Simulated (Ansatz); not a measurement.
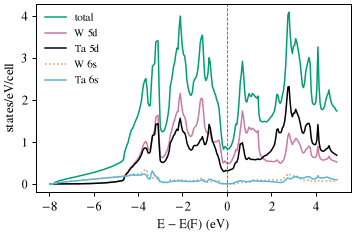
Figure. Total and projected density of states of TaW (rock salt, Fm-3m), PBE (plane waves, PAW; program Ansatz)

Q: Which orbitals carry the states next to the Fermi level?

A: Within 0.5 eV of the Fermi level: W 5d 57 %, Ta 5d 36 %. Projections are on Löwdin-orthogonalised atomic valence shells; empty p or d shells of many metals are not among them.

Q: Where is the tallest occupied peak in this window, and what makes it?

A: Near -2.1 eV, about 4.0 states/eV per cell; the largest projected share is W 5d.

The start of the workflow was typed in or built on a structure type; neither database checked (COD, Materials Project) lists it. Whether it is the stable phase at ambient conditions was not checked. The cell was relaxed with PBE under the symmetry of its start; its stability against distortions is not shown here. No spin polarisation was allowed. Its formation energy is positive at this level, so the cell may be metastable or incomplete. Spin–orbit coupling is left out wherever it is not named.

Potentials: the earlier of the program's two PAW sets.
